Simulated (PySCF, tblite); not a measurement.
# KH₂O+, an ion with solvent molecules: NMR shifts, interaction energy, infrared bands, spin-spin couplings and core binding energies, part 2 of 2

tblite 0.8.0 and PySCF 2.14.0. Atoms count from 0, parts from 1. Earlier steps stand in the parts before.

## 6. Counterpoise and decomposition: PBE0-D3(BJ)/def2-TZVPD

Job settings and geometry (Å):

```
{"job": {"kind": "inter", "xc": "PBE0", "basis": "def2-TZVPD", "disp": "d3bj"}, "charge": 1, "multiplicity": 1, "parts": [{"atoms": "0-0", "charge": 1, "multiplicity": 1}, {"atoms": "1-3", "charge": 0, "multiplicity": 1}]}
K      0.213015    -0.090542     0.171730
O      1.891035    -1.062407     1.911428
H      2.528988    -1.770276     1.766210
H      2.024990    -0.799872     2.829211
```

Method: PBE0-D3(BJ)/def2-TZVPD interaction energy, counterpoise and uncorrected, gas phase.

What it wrote:

```text
part 1, own basis, geometry of the cluster
coarse grid: 2416 points
cycle   1  E = -599.5806607559  dE =  1.188e-01  |g| = 3.980e-02  |ddm| = 8.335e-01
cycle   2  E = -599.5810616315  dE = -4.009e-04  |g| = 2.005e-02  |ddm| = 7.060e-02
cycle   3  E = -599.5811440401  dE = -8.241e-05  |g| = 4.073e-04  |ddm| = 2.444e-02
cycle   4  E = -599.5811441041  dE = -6.403e-08  |g| = 2.621e-05  |ddm| = 8.412e-04
final grid: 12680 points
cycle   5  E = -599.5783454023  dE = -9.246e-07  |g| = 1.119e-03  |ddm| = 4.467e-03
cycle   6  E = -599.5783456008  dE = -1.985e-07  |g| = 5.411e-04  |ddm| = 1.988e-03
cycle   7  E = -599.5783456613  dE = -6.049e-08  |g| = 5.238e-07  |ddm| = 6.514e-04
cycle   8  E = -599.5783456613  dE =  3.411e-13  |g| = 6.630e-08  |ddm| = 9.812e-07
converged SCF energy = -599.5783456613

part 2, own basis, geometry of the cluster
coarse grid: 2328 points
cycle   1  E = -76.3042551868  dE = -8.960e-03  |g| = 6.567e-01  |ddm| = 9.004e-01
cycle   2  E = -76.1864813682  dE =  1.178e-01  |g| = 1.039e+00  |ddm| = 7.283e-01
cycle   3  E = -76.3819663913  dE = -1.955e-01  |g| = 3.142e-02  |ddm| = 4.421e-01
cycle   4  E = -76.3821499504  dE = -1.836e-04  |g| = 5.917e-03  |ddm| = 1.613e-02
cycle   5  E = -76.3821551906  dE = -5.240e-06  |g| = 7.942e-04  |ddm| = 2.530e-03
final grid: 21952 points
cycle   6  E = -76.3808708585  dE = -1.513e-05  |g| = 3.311e-03  |ddm| = 7.373e-03
cycle   7  E = -76.3808690514  dE =  1.807e-06  |g| = 4.547e-03  |ddm| = 3.060e-03
cycle   8  E = -76.3808724560  dE = -3.405e-06  |g| = 2.586e-04  |ddm| = 1.893e-03
cycle   9  E = -76.3808724672  dE = -1.127e-08  |g| = 2.232e-05  |ddm| = 1.069e-04
cycle  10  E = -76.3808724673  dE = -9.683e-11  |g| = 3.405e-06  |ddm| = 1.308e-05
converged SCF energy = -76.3808724673

part 1, own basis, relaxed alone: E = -599.5783456613 (as before)

part 2, own basis, relaxed alone
coarse grid: 2328 points
cycle   1  E = -76.3044302082  dE = -5.299e-03  |g| = 6.571e-01  |ddm| = 9.011e-01
cycle   2  E = -76.1882107677  dE =  1.162e-01  |g| = 1.036e+00  |ddm| = 7.256e-01
cycle   3  E = -76.3820299699  dE = -1.938e-01  |g| = 3.132e-02  |ddm| = 4.396e-01
cycle   4  E = -76.3822122736  dE = -1.823e-04  |g| = 5.864e-03  |ddm| = 1.606e-02
cycle   5  E = -76.3822174126  dE = -5.139e-06  |g| = 7.850e-04  |ddm| = 2.507e-03
final grid: 21952 points
cycle   6  E = -76.3808944279  dE = -1.510e-05  |g| = 3.448e-03  |ddm| = 9.305e-03
cycle   7  E = -76.3808924618  dE =  1.966e-06  |g| = 4.753e-03  |ddm| = 3.321e-03
cycle   8  E = -76.3808961787  dE = -3.717e-06  |g| = 2.518e-04  |ddm| = 1.965e-03
cycle   9  E = -76.3808961893  dE = -1.061e-08  |g| = 2.398e-05  |ddm| = 1.101e-04
cycle  10  E = -76.3808961894  dE = -1.118e-10  |g| = 3.293e-06  |ddm| = 1.514e-05
converged SCF energy = -76.3808961894

cluster
final grid: 34632 points
cycle   1  E = -675.9858569097  dE = -7.097e-03  |g| = 6.774e-02  |ddm| = 3.768e-01
cycle   2  E = -675.9855154304  dE =  3.415e-04  |g| = 8.553e-02  |ddm| = 7.176e-02
cycle   3  E = -675.9867169146  dE = -1.201e-03  |g| = 9.760e-03  |ddm| = 3.926e-02
cycle   4  E = -675.9867320845  dE = -1.517e-05  |g| = 4.351e-04  |ddm| = 4.688e-03
cycle   5  E = -675.9867321356  dE = -5.112e-08  |g| = 1.037e-04  |ddm| = 5.425e-04
cycle   6  E = -675.9867321377  dE = -2.115e-09  |g| = 2.686e-05  |ddm| = 1.052e-04
cycle   7  E = -675.9867321379  dE = -1.628e-10  |g| = 1.741e-06  |ddm| = 2.179e-05
converged SCF energy = -675.9867321379

part 1 in the basis of the cluster
final grid: 34632 points
cycle   1  E = -599.5785173911  dE = -1.717e-04  |g| = 6.421e-04  |ddm| = 9.827e-02
cycle   2  E = -599.5785174227  dE = -3.165e-08  |g| = 1.766e-04  |ddm| = 1.877e-03
cycle   3  E = -599.5785174284  dE = -5.709e-09  |g| = 5.006e-05  |ddm| = 2.380e-04
cycle   4  E = -599.5785174290  dE = -5.223e-10  |g| = 4.674e-06  |ddm| = 4.374e-05
converged SCF energy = -599.5785174290

part 2 in the basis of the cluster
final grid: 34632 points
cycle   1  E = -76.3809432076  dE = -5.630e-05  |g| = 6.907e-04  |ddm| = 1.307e-01
cycle   2  E = -76.3809434075  dE = -1.999e-07  |g| = 3.460e-04  |ddm| = 4.278e-03
cycle   3  E = -76.3809434143  dE = -6.782e-09  |g| = 2.942e-04  |ddm| = 2.813e-04
cycle   4  E = -76.3809434286  dE = -1.437e-08  |g| = 1.948e-05  |ddm| = 1.609e-04
cycle   5  E = -76.3809434287  dE = -6.233e-11  |g| = 3.990e-07  |ddm| = 1.022e-05
converged SCF energy = -76.3809434287

Interaction energy (kcal/mol)
  counterpoise      -17.619
  uncorrected       -17.762
  dispersion part    -0.506
  deformation         0.015
  binding           -17.604

Decomposition of the uncorrected value (kcal/mol)
  electrostatic     -19.020
  Pauli               6.767
  orbital            -5.003
  dispersion         -0.506

Charge of each part in the cluster: 0.982 0.018
```

Wall time 2.8 s (1 thread of Arm Neoverse V1, shared host); peak memory 0.38 GiB.

In short: -17.62 kcal/mol with counterpoise, basis-set superposition error 0.14.

## 7. Infrared spectrum: PBE0-D3(BJ)/def2-SVPD

Job settings and geometry (Å):

```
{"job": {"kind": "irdft", "xc": "PBE0", "basis": "def2-SVPD", "disp": "d3bj", "grid": 2}, "charge": 1, "multiplicity": 1, "parts": [{"atoms": "0-0", "charge": 1, "multiplicity": 1}, {"atoms": "1-3", "charge": 0, "multiplicity": 1}]}
K      0.213015    -0.090542     0.171730
O      1.891035    -1.062407     1.911428
H      2.528988    -1.770276     1.766210
H      2.024990    -0.799872     2.829211
```

Method: PBE0-D3(BJ)/def2-SVPD harmonic vibrations by differences of gradients, gas phase.

What it wrote:

```text
coarse grid: 4744 points
cycle   1  E = -675.7594795621  dE =  1.122e-01  |g| = 5.781e-01  |ddm| = 1.720e+00
cycle   2  E = -675.6881111664  dE =  7.137e-02  |g| = 8.411e-01  |ddm| = 9.716e-01
cycle   3  E = -675.8207959731  dE = -1.327e-01  |g| = 3.156e-02  |ddm| = 5.648e-01
cycle   4  E = -675.8209812998  dE = -1.853e-04  |g| = 4.451e-03  |ddm| = 2.335e-02
cycle   5  E = -675.8209851946  dE = -3.895e-06  |g| = 3.697e-04  |ddm| = 3.660e-03
final grid: 34632 points
cycle   6  E = -675.8272238884  dE = -1.889e-05  |g| = 2.765e-03  |ddm| = 1.315e-02
cycle   7  E = -675.8272226772  dE =  1.211e-06  |g| = 3.800e-03  |ddm| = 4.272e-03
cycle   8  E = -675.8272252792  dE = -2.602e-06  |g| = 1.051e-04  |ddm| = 2.443e-03
cycle   9  E = -675.8272252816  dE = -2.390e-09  |g| = 2.430e-05  |ddm| = 1.053e-04
cycle  10  E = -675.8272252817  dE = -1.222e-10  |g| = 1.908e-06  |ddm| = 1.891e-05
converged SCF energy = -675.8272252817

mode    cm-1     km/mol
  1     225.1     13.63
  2     373.6     85.76
  3     375.9    264.65
  4    1635.3     92.87
  5    3852.4     58.21
  6    3937.8    155.99
```

Wall time 31 s (1 thread of Arm Neoverse V1, shared host); peak memory 0.38 GiB.

The strongest bands and the atoms that carry them:

```csv
cm⁻¹,km/mol,atoms
225,13.6,"O1 61 %, K0 32 %"
374,85.8,"H2 45 %, H3 45 %"
376,264.6,"H3 43 %, H2 41 %, O1 16 %"
1635,92.9,"H2 47 %, H3 46 %"
3852,58.2,"H2 48 %, H3 48 %"
3938,156.0,"H3 47 %, H2 46 %"
```

Strongest bands of the parts alone (cm⁻¹, km/mol): part 2: 1597 (79), 3880 (8), 3991 (79).

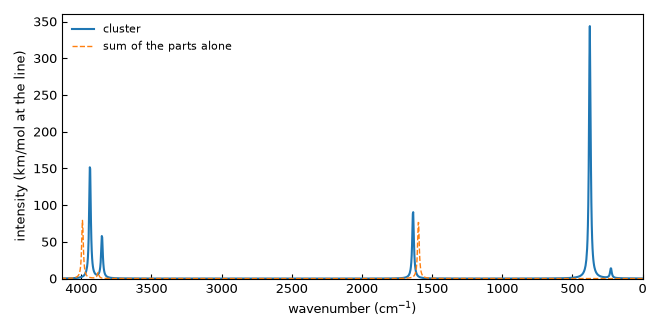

Infrared spectrum, unscaled, lines 14 cm⁻¹ wide, with the parts alone dashed.

On forming the cluster at 298.15 K and 1 atm (harmonic, kcal/mol): zero-point energy +1.33, all enthalpy terms beyond the electronic energy +0.60, −TΔS +6.14.

## 8. Spin-spin couplings: B3LYP/pcSseg-1+pcJ-1

Job settings and geometry (Å):

```
{"job": {"kind": "j", "xc": "B3LYP", "basis": "pcJ-1"}, "charge": 1, "multiplicity": 1, "parts": [{"atoms": "0-0", "charge": 1, "multiplicity": 1}, {"atoms": "1-3", "charge": 0, "multiplicity": 1}]}
K      0.213015    -0.090542     0.171730
O      1.891035    -1.062407     1.911428
H      2.528988    -1.770276     1.766210
H      2.024990    -0.799872     2.829211
```

Method: B3LYP/pcJ-1 K:pcSseg-1 indirect spin-spin coupling, non-relativistic, gas phase.

What it wrote:

```text
coarse grid: 4744 points
cycle   1  E = -676.0778248326  dE =  1.303e-01  |g| = 6.823e-01  |ddm| = 1.371e+00
cycle   2  E = -675.9717530035  dE =  1.061e-01  |g| = 1.039e+00  |ddm| = 8.148e-01
cycle   3  E = -676.1553999555  dE = -1.836e-01  |g| = 3.595e-02  |ddm| = 5.309e-01
cycle   4  E = -676.1556104189  dE = -2.105e-04  |g| = 6.160e-03  |ddm| = 1.787e-02
cycle   5  E = -676.1556154417  dE = -5.023e-06  |g| = 1.440e-03  |ddm| = 3.062e-03
final grid: 34632 points
cycle   6  E = -676.1608517912  dE = -5.345e-05  |g| = 2.022e-03  |ddm| = 6.446e-03
cycle   7  E = -676.1608518225  dE = -3.122e-08  |g| = 1.609e-03  |ddm| = 1.499e-03
cycle   8  E = -676.1608521757  dE = -3.533e-07  |g| = 6.522e-04  |ddm| = 9.614e-04
cycle   9  E = -676.1608522373  dE = -6.150e-08  |g| = 1.297e-04  |ddm| = 3.207e-04
cycle  10  E = -676.1608522401  dE = -2.875e-09  |g| = 1.087e-05  |ddm| = 6.242e-05
cycle  11  E = -676.1608522402  dE = -2.467e-11  |g| = 1.975e-06  |ddm| = 6.654e-06
converged SCF energy = -676.1608522402

Indirect spin-spin couplings (Hz)
  i      j    bonds     total        FC       PSO       DSO        SD
  1 O    2 H    1    -86.601   -75.080   -11.227    -0.129    -0.165
  1 O    3 H    1    -87.061   -75.592   -11.178    -0.128    -0.164
  2 H    3 H    2     -9.483   -11.243     7.664    -6.738     0.834

== part 2 alone, relaxed ==
coarse grid: 2328 points
cycle   1  E = -76.3259641323  dE =  1.318e-02  |g| = 7.132e-01  |ddm| = 9.769e-01
cycle   2  E = -76.2352291235  dE =  9.074e-02  |g| = 1.028e+00  |ddm| = 8.167e-01
cycle   3  E = -76.4127048800  dE = -1.775e-01  |g| = 2.629e-02  |ddm| = 4.963e-01
cycle   4  E = -76.4128120985  dE = -1.072e-04  |g| = 4.480e-03  |ddm| = 1.216e-02
cycle   5  E = -76.4128146946  dE = -2.596e-06  |g| = 3.966e-04  |ddm| = 1.733e-03
final grid: 21952 points
cycle   6  E = -76.4283542080  dE = -4.340e-05  |g| = 1.625e-03  |ddm| = 4.685e-03
cycle   7  E = -76.4283541492  dE =  5.882e-08  |g| = 1.300e-03  |ddm| = 1.049e-03
cycle   8  E = -76.4283543731  dE = -2.240e-07  |g| = 5.614e-04  |ddm| = 7.963e-04
cycle   9  E = -76.4283544200  dE = -4.682e-08  |g| = 5.962e-06  |ddm| = 2.351e-04
cycle  10  E = -76.4283544200  dE = -6.395e-12  |g| = 1.175e-06  |ddm| = 4.134e-06
converged SCF energy = -76.4283544200

Indirect spin-spin couplings (Hz)
  i      j    bonds     total        FC       PSO       DSO        SD
  0 O    1 H    1    -70.330   -56.725   -13.254    -0.065    -0.286
  0 O    2 H    1    -70.331   -56.726   -13.254    -0.065    -0.286
  1 H    2 H    2     -7.380    -9.756     8.753    -7.197     0.820
```

Wall time 2.8 s (1 thread of Arm Neoverse V1, shared host); peak memory 0.38 GiB.

A choice of the couplings up to four bonds, sorted by the number of bonds, with means over like pairs; isotopes 1H, 17O:

```csv
pair,bonds,J (Hz),Fermi contact (Hz)
O1–H2,1,-86.8,-75.3
H2–H3,2,-9.5,-11.2
```

The response was solved for the nuclei of H, O alone, so couplings that need other nuclei can be missing.

Quadrupole couplings from the field gradients of the same density:

```csv
atom,isotope,eQq/h (MHz),η
O1,17O,11.1,0.71
```

What binding changes (parts relaxed alone, same level, their own basis):

```csv
pair,alone (Hz),in the cluster,change (Hz)
O1–H3,-70.3,-87.1,-16.7
O1–H2,-70.3,-86.6,-16.3
H2–H3,-7.4,-9.5,-2.1
```

## 9. Core-electron binding energies: SCAN, X2C

Job settings and geometry (Å):

```
{"job": {"kind": "xps", "holes": 3}, "charge": 1, "multiplicity": 1, "parts": [{"atoms": "0-0", "charge": 1, "multiplicity": 1}, {"atoms": "1-3", "charge": 0, "multiplicity": 1}]}
K      0.213015    -0.090542     0.171730
O      1.891035    -1.062407     1.911428
H      2.528988    -1.770276     1.766210
H      2.024990    -0.799872     2.829211
```

Method: delta-SCF UKS SCAN, pcX-2 on the ionised atom, pcseg-1 elsewhere, spin-free X2C.

What it wrote:

```text
ground state, core basis on atom 1 (O), 79 functions
  cycle   1  E = -678.23520989  |g| = 7.40e-01
  cycle   2  E = -678.04712406  |g| = 1.27e+00
  cycle   3  E = -678.32511604  |g| = 5.70e-02
  cycle   4  E = -678.32552852  |g| = 1.23e-02
  cycle   5  E = -678.32554832  |g| = 3.12e-03
  cycle   6  E = -678.32554943  |g| = 9.05e-04
  cycle   7  E = -678.32554861  |g| = 2.68e-05
  E(ground) = -678.28590369 Eh
hole in O 1s of atom 1
  cycle   1  E = -657.53355064  |g| = 2.20e+00
  cycle   2  E = -657.38746561  |g| = 1.99e+00
  cycle   3  E = -658.28531757  |g| = 2.81e-01
  cycle   4  E = -658.30122103  |g| = 1.86e-02
  cycle   5  E = -658.30130338  |g| = 7.65e-03
  cycle   6  E = -658.30132380  |g| = 2.04e-03
  cycle   7  E = -658.30132491  |g| = 9.04e-04
  cycle   8  E = -658.30132637  |g| = 1.66e-04
  E(ion) = -658.26346977 Eh   <S^2> = 0.7609   hole on atom = 1.000   binding energy = 544.838 eV

== part 2 alone, relaxed ==
ground state, core basis on atom 0 (O), 55 functions
  cycle   1  E = -76.38062014  |g| = 7.62e-01
  cycle   2  E = -76.18811836  |g| = 1.30e+00
  cycle   3  E = -76.47913659  |g| = 5.09e-02
  cycle   4  E = -76.47942852  |g| = 1.11e-02
  cycle   5  E = -76.47944194  |g| = 2.41e-03
  cycle   6  E = -76.47944350  |g| = 4.28e-05
  E(ground) = -76.47788559 Eh
hole in O 1s of atom 0
  cycle   1  E = -55.87846849  |g| = 2.20e+00
  cycle   2  E = -55.71905582  |g| = 2.00e+00
  cycle   3  E = -56.62603773  |g| = 2.82e-01
  cycle   4  E = -56.64207956  |g| = 1.89e-02
  cycle   5  E = -56.64216380  |g| = 6.93e-03
  cycle   6  E = -56.64218020  |g| = 1.48e-03
  cycle   7  E = -56.64218173  |g| = 3.27e-04
  E(ion) = -56.64221339 Eh   <S^2> = 0.7611   hole on atom = 1.000   binding energy = 539.756 eV
```

Wall time 2 s (1 thread of Arm Neoverse V1, shared host); peak memory 0.38 GiB.

The holes in one table. −ε is the ground-state orbital energy:

```csv
hole,stands for,environment,ΔSCF (eV),−ε (eV),⟨S²⟩
O1s on O1,O1,"oxygen bonded to K, 2 H",544.84,521.8,0.761
```

Against the parts alone, each relaxed by itself:

```csv
hole,alone (eV),in the cluster,change (eV)
O1s on O1,539.76,544.84,+5.08
```

## 10. Comparing the runs

Energies in kcal/mol, with wall time:

```csv
run,counterpoise,BSSE,electrostatic,Pauli,orbital,dispersion,time
wB97M-D3(BJ)/def2-TZVPD,-17.22,0.13,-19.26,7.31,-4.90,-0.51,5.9 s
PBE0-D3(BJ)/def2-TZVPD,-17.62,0.14,-19.02,6.77,-5.00,-0.51,2.8 s
```

## 11. Outcome

The summary covers parts 1 to 2.

```
                                                                 quantity                                                         value
                                                binding energy (GFN2-xTB)  -24.27 kcal/mol (rough: tight binding is poor for bare ions)
                                                              point group                                                           C2v
                                     rotational constants (main isotopes)                                        431.27, 5.71, 5.64 GHz
shieldings of H, K, O (PBE0/pcSseg-2, a mean where the table joins atoms)                              H2 29.1, K0 1297.3, O1 320.7 ppm
                                          largest proton shift on binding                                                 H3, +1.78 ppm
               interaction energy, counterpoise (wB97M-D3(BJ)/def2-TZVPD)                                               -17.22 kcal/mol
                                                      superposition error                                                 0.13 kcal/mol
                                        binding energy (with deformation)                                               -17.21 kcal/mol
                   strongest single infrared mode (PBE0-D3(BJ)/def2-SVPD)                                                      376 cm⁻¹
                     largest coupling of the table (B3LYP/pcSseg-1+pcJ-1)                ¹J(O,H) O1–H2, -86.8 Hz (mean over like pairs)
                                         O1s binding energies, SCAN/pcX-2                                                  O1 544.84 eV
              range of the interaction energy over the runs of this table                                     -17.62 to -17.22 kcal/mol
```

What this shows: In the one minimum found, at its xTB geometry, the leading contact, judged by the atoms' radii, is K0···O1 (bond, 2.40 Å). A later relaxation moves these distances. The start of the PBE0/def2-SVPD relaxation was shaken at random by about 0.01 Å, so part of the energy gained, and of the first lengths quoted, undoes that. Over 2 steps the energy fell by 0.104 eV; of the close pairs, K0–O1 changed most, 2.366 to 2.605 Å. On binding (GIAO PBE0/pcSseg-2 NMR shielding, non-relativistic, gas phase), H3 moves most among the protons, 1.78 ppm downfield. Of the attraction, electrostatic 78 %, orbital 20 %, dispersion 2 %; Pauli repulsion takes back 7.31 kcal/mol. No mode is imaginary at PBE0-D3(BJ)/def2-SVPD; the softest lies at 225 cm⁻¹. In the run at B3LYP/pcSseg-1+pcJ-1, the largest coupling of the table is O1–H2 (mean over like pairs), -86.8 Hz, of which the Fermi-contact term gives -75.3 Hz. Binding moves the O1s level of O1 by +5.08 eV. The interaction energy runs from -17.62 (PBE0-D3(BJ)/def2-TZVPD) to -17.22 kcal/mol (wB97M-D3(BJ)/def2-TZVPD).
